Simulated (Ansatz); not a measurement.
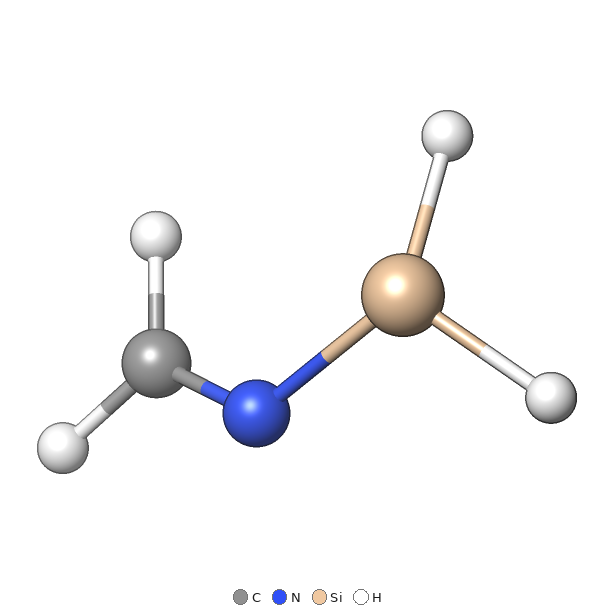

Ball-and-stick drawing of a structure.

The species is neutral and a spin doublet. The geometry was computed by an optimisation with PBE0-D4/def2-TZVP. No frequency run is at hand to confirm it as a minimum.

> Count the atoms of each element.

CH4NSi, 7 atoms: 1 carbon, 4 hydrogen, 1 nitrogen and 1 silicon.

> Count the bonded pairs by element.

2 C–H, 2 Si–H, 1 C–N, 1 N–Si. Sticks follow a distance rule.

More results for the same structure follow; atom numbers are the same in all pictures, views and colours differ.

### Shape

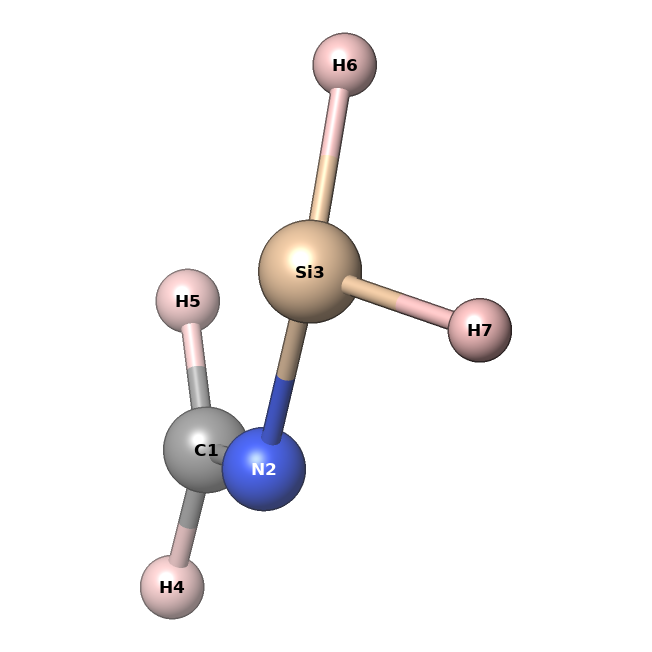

C1 lies behind N2. The molecule seen a little off the N2–C1 bond, N2 in front. Depth is shown by fading: the farther an atom, the more it takes the colour of the background. No frequency run is at hand to confirm it as a minimum.

> What is the torsion angle Si3–N2–C1–H4? The sign is positive where the front bond must turn clockwise to cover the back bond.

−176°, antiperiplanar (anti).

### Charges

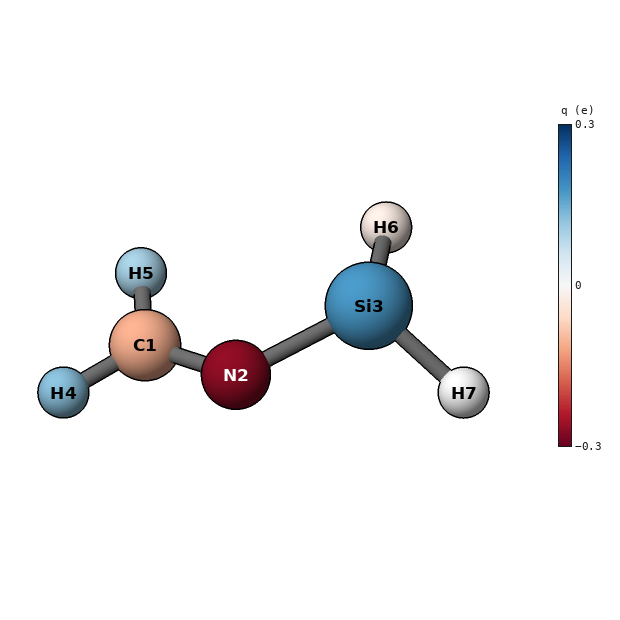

Atoms are coloured by their Mulliken charges. No frequency run is at hand to confirm it as a minimum. Level of theory: UKS PBE0-D4/def2-TZVP (Ansatz 0.2.0).

Give the Mulliken charges atom by atom.

| atom | value (e) |
| --- | --- |
| C1 | −0.11 |
| N2 | −0.27 |
| Si3 | 0.17 |
| H4 | 0.13 |
| H5 | 0.10 |
| H6 | −0.02 |
| H7 | 0.00 |

### Electronic properties

No frequency run is at hand to confirm it as a minimum. Properties computed with UKS r2SCAN-D4/def2-TZVPP (Ansatz 0.2.0).

What does the calculation give?

- ⟨S²⟩ of the determinant: 0.766
- dispersion correction: −2.7 kJ/mol

### Dipole moment

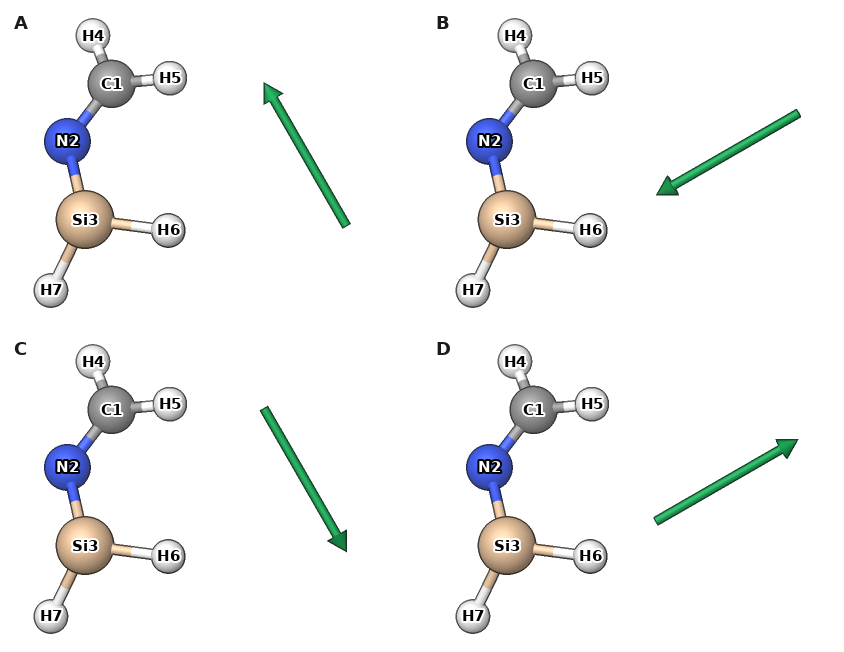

The same molecule four times, each with an arrow. No frequency run is at hand to confirm it as a minimum. Level of theory: UKS PBE0-D4/def2-TZVP (Ansatz 0.2.0).

> Which arrow points along the dipole moment, from the negative to the positive end?

D. The dipole moment is 1.40 D; it points from the side of H7 to the side of H5 (the outermost atoms at the two ends).

Mulliken values depend strongly on the basis set and can even reverse the polarity of a bond.
